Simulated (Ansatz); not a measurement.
**Amorphous In9Ga9Zn9O39W**

It comes from a melt-quench run on a machine-learned potential (CHGNet), relaxed afterwards by DFT. O atoms were pushed apart under 1.9 Å during the dynamics, to hinder bonds among them. The hot cell started wider than the set density and was brought back towards it in steps. It is the lowest in DFT energy of 2 quenches. It is a model cell: composition and starting density were chosen by hand, and all elements were melted together. No dispersion term was used.

Methods: PBE, scalar-relativistic without spin-orbit coupling (Ansatz, a quantum-chemistry and plane-wave program); r2SCAN, scalar-relativistic without spin-orbit coupling (Ansatz); HSE06, scalar-relativistic without spin-orbit coupling (Ansatz). Geometry, pressure, stress and energy are those of the PBE run. Its sampling: a 2×2×2 Γ-centred mesh; Fermi-Dirac width 0.02 eV; no spin polarisation. Other functionals are single points at the zone centre (r2SCAN at 500 eV; exact exchange cut at the cell's faces), free to take moments where seeds were set. At PBE the levels at the filled edge of the gap are localised (band-tail or defect states).

```json
{
  "number_of_atoms_in_the_cell": "67",
  "Density (held, not predicted)": "5.97 g/cm³",
  "volume_per_atom": "12.70 Å^3",
  "Pressure on a 2×2×2 Γ-centred mesh": "1.50 GPa",
  "Largest force and stress component on that mesh (the relaxation ran on the zone centre alone)": "0.08 eV/Å and 1.5 GPa",
  "Level gap on a 2×2×2 Γ-centred mesh (PBE)": "1.04 eV",
  "Level gap at the zone centre (PBE)": "1.06 eV",
  "Level gap at the zone centre (r2SCAN)": "1.53 eV",
  "Level gap at the zone centre (HSE06)": "2.68 eV"
}
```

Neighbours within In-In 3.12 Å, In-Ga 2.90 Å, In-Zn 2.90 Å, In-O 2.58 Å, In-W 3.08 Å, Ga-Ga 2.68 Å, Ga-Zn 2.68 Å, Ga-O 2.28 Å, Ga-W 2.86 Å, Zn-Zn 2.68 Å, Zn-O 2.48 Å, Zn-W 2.86 Å, O-O 1.58 Å, O-W 2.51 Å, W-W 3.04 Å count as bonded. Two cations that share two anions don't count as bonded, nor two that share one unless they lie closer than In-In 3.04 Å, In-Ga 2.82 Å, In-Zn 2.82 Å, In-W 3.00 Å, Ga-Ga 2.61 Å, Ga-Zn 2.61 Å, Ga-W 2.78 Å, Zn-Zn 2.61 Å, Zn-W 2.78 Å, W-W 2.95 Å.

The mean coordination of In by anions comes out as 5.67 (4 with 5, 4 with 6, 1 with 7) and the mean coordination of Ga by anions is 4.44 (6 with 4, 2 with 5, 1 with 6). The mean coordination of Zn by anions comes out as 4.22 (2 with 3, 3 with 4, 4 with 5) and the mean coordination of O comes out as 3.46 (2 with 2, 17 with 3, 20 with 4). The mean coordination of W by anions comes out as 6.00 (1 with 6), the mean In-O bond is 2.210 Å (spread 0.085 Å, 51 counted) and the mean Ga-O bond is 1.915 Å (spread 0.075 Å, 40 counted).

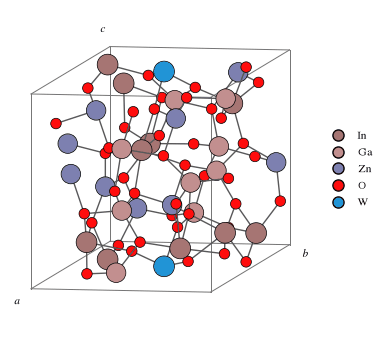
The relaxed cell

Its density started from a set value of 5.97 g/cm³. The quench (nominally 210 K/ps over its main leg) was far faster than any real one, so the model tends to hold more defects than a real film. Values belong to this one cell and scatter from quench to quench. The volume was held where the preparation left it and the shape relaxed, at a PBE pressure of 1.5 GPa. Stress components on the final sampling reach 1.5 GPa.
